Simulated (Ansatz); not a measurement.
# CH₅BS (SMILES CBS): functionals against CCSD(T) at one geometry

The atoms stand at a structure displaced at random from a GFN2-xTB minimum. How far do the functionals agree with CCSD(T) there?

Method: single points in def2-TZVPP; program: Ansatz 0.2.0, Gaussian basis.

Cores are frozen in the correlated methods.

### 1 Starting geometry

SMILES `CBS`, 8 atoms, charge 0, spin multiplicity 1.

Atoms are counted from 1 here; the program's logs count them from 0.

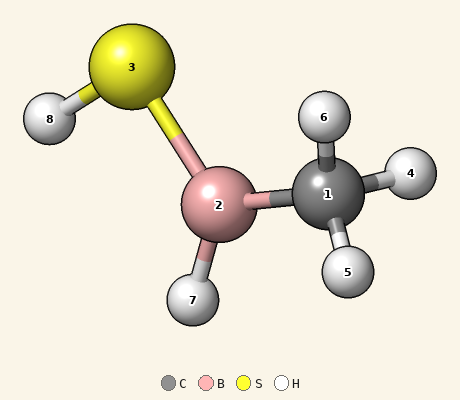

Start geometry, drawn with carbon grey, boron pink, sulfur yellow, hydrogen white; atoms are numbered from 1 in the order of the file.

As a file:

```mol
CH5BS
  3D, bonds by distance, orders not assigned

  8  7  0  0  0  0  0  0  0  0999 V2000
   -0.6092    0.8880   -0.2927 C   0  0
    0.4319   -0.2820   -0.1478 B   0  0
    0.3625   -1.3512    1.4094 S   0  0
   -1.5431    0.4819   -0.8216 H   0  0
   -0.2647    1.7646   -0.8589 H   0  0
   -1.0144    1.3081    0.6934 H   0  0
    1.2566   -0.5151   -1.0402 H   0  0
    1.4184   -2.2084    1.0838 H   0  0
  1  2  8  0
  1  4  8  0
  1  5  8  0
  1  6  8  0
  2  3  8  0
  2  7  8  0
  3  8  8  0
M  END
```

### 2 CCSD(T)/def2-TZVPP

run/in.yaml

```yaml
crystal:
  periodic: [false, false, false]
  atoms:
    - {symbol: C, position_ang: [-0.609200, 0.888000, -0.292700]}
    - {symbol: B, position_ang: [0.431900, -0.282000, -0.147800]}
    - {symbol: S, position_ang: [0.362500, -1.351200, 1.409400]}
    - {symbol: H, position_ang: [-1.543100, 0.481900, -0.821600]}
    - {symbol: H, position_ang: [-0.264700, 1.764600, -0.858900]}
    - {symbol: H, position_ang: [-1.014400, 1.308100, 0.693400]}
    - {symbol: H, position_ang: [1.256600, -0.515100, -1.040200]}
    - {symbol: H, position_ang: [1.418400, -2.208400, 1.083800]}
basis:
  gaussian: {orbitals: def2-TZVPP}
correlation: {method: ccsd_t}
output: {forces: true}
```

No record of the launch command was kept for these runs.

### 3 PBE0-D4/def2-TZVPP

run/in.yaml: that of step 2 with these lines changed.

```diff
@@ -13,3 +13,3 @@
   gaussian: {orbitals: def2-TZVPP}
-correlation: {method: ccsd_t}
-output: {forces: true}
+hamiltonian: {xc: pbe0, dispersion: d4}
+output: {forces: true, orbitals: {seedname: orbitals}}
```

### 4 wB97M-V/def2-TZVPP

run/in.yaml: that of step 3 with these lines changed.

```diff
@@ -13,3 +13,3 @@
   gaussian: {orbitals: def2-TZVPP}
-hamiltonian: {xc: pbe0, dispersion: d4}
-output: {forces: true, orbitals: {seedname: orbitals}}
+hamiltonian: {xc: {name: wB97M-V}}
+output: {forces: true}
```

### 5 r2SCAN-D4/def2-TZVPP

run/in.yaml: that of step 4 with these lines changed.

```diff
@@ -13,3 +13,3 @@
   gaussian: {orbitals: def2-TZVPP}
-hamiltonian: {xc: {name: wB97M-V}}
+hamiltonian: {xc: r2scan, dispersion: d4}
 output: {forces: true}
```

### 6 PBE-D4/def2-TZVPP

run/in.yaml: that of step 5 with these lines changed.

```diff
@@ -13,3 +13,3 @@
   gaussian: {orbitals: def2-TZVPP}
-hamiltonian: {xc: r2scan, dispersion: d4}
+hamiltonian: {xc: pbe, dispersion: d4}
 output: {forces: true}
```

### 7 CAM-B3LYP-D4/def2-TZVPP

run/in.yaml: that of step 6 with these lines changed.

```diff
@@ -13,3 +13,3 @@
   gaussian: {orbitals: def2-TZVPP}
-hamiltonian: {xc: pbe, dispersion: d4}
+hamiltonian: {xc: {name: CAM-B3LYP}, dispersion: d4}
 output: {forces: true}
```

### 8 BHLYP-D4/def2-TZVPP

run/in.yaml: that of step 7 with these lines changed.

```diff
@@ -13,3 +13,3 @@
   gaussian: {orbitals: def2-TZVPP}
-hamiltonian: {xc: {name: CAM-B3LYP}, dispersion: d4}
+hamiltonian: {xc: {name: BHLYP}, dispersion: d4}
 output: {forces: true}
```

(Steps that only read results are left out.)

Before running it: what results should come out? Wanted: energy less free atoms, CCSD(T)/def2-TZVPP; RMS force component; RMS force error; HOMO and LUMO, PBE0-D4; T1 diagnostic.

**Answer**, as computed:

```
                                  quantity                                                                                                 value
energy less free atoms, CCSD(T)/def2-TZVPP                                                                                            -28.625 eV
                       RMS force component                                                                  0.689 to 0.927 eV/Å over the methods
                           RMS force error  PBE0-D4 0.096, wB97M-V 0.066, r2SCAN-D4 0.103, PBE-D4 0.185, CAM-B3LYP-D4 0.094, BHLYP-D4 0.150 eV/Å
                    HOMO and LUMO, PBE0-D4                                                                                    -7.85 and -1.07 eV
                             T1 diagnostic                                                                                                 0.014
```

Against CCSD(T) the functionals' energies less atoms differ by -1.219 to -0.156 eV, PBE-D4 by -1.219 eV. A larger basis would deepen the CCSD(T) value, while the functionals are nearly converged already, so the order here is not reliable. For forces wB97M-V does best and PBE-D4 worst. Frozen-core CCSD(T) forces in triple zeta carry basis errors of their own, and this is one geometry, so small gaps rank nothing.
